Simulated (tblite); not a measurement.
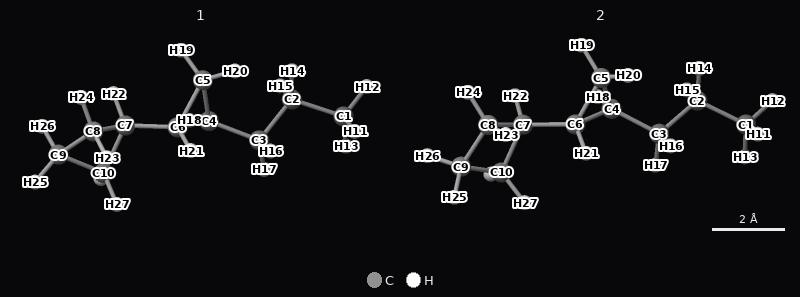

Two geometries of C₁₀H₁₈, drawn at one scale. One is the start of a relaxation, the other its converged end. A ball-and-stick model, seen at a tilt.

Method: GFN2-xTB geometry optimisation, gas phase in tblite. 

### Which of the two is the end point?

Structure 2 is the relaxed one. An H atom moves most after the best rigid fit: 0.99 Å. Largest moves by element: H 0.99 Å, C 0.40 Å. Near-neighbour distances that change, for instance: C–H 1.125 → 1.080 Å, C–H 1.115 → 1.092 Å, C–C 1.519 → 1.500 Å, C–H 1.082 → 1.092 Å. Bond angles that change, for instance: H–C–H 118.0° → 108.7°, H–C–H 116.3° → 108.8°, C–C–C 114.2° → 120.6°. Groups turn about C–C by about 25°, C–C by about 25°, C–C by about 25°. After 82 geometry steps the energy has fallen by 94.6 kJ/mol. Cost: 0.59 s on 1 thread of Intel(R) Xeon(R) 6975P-C, on a shared host.
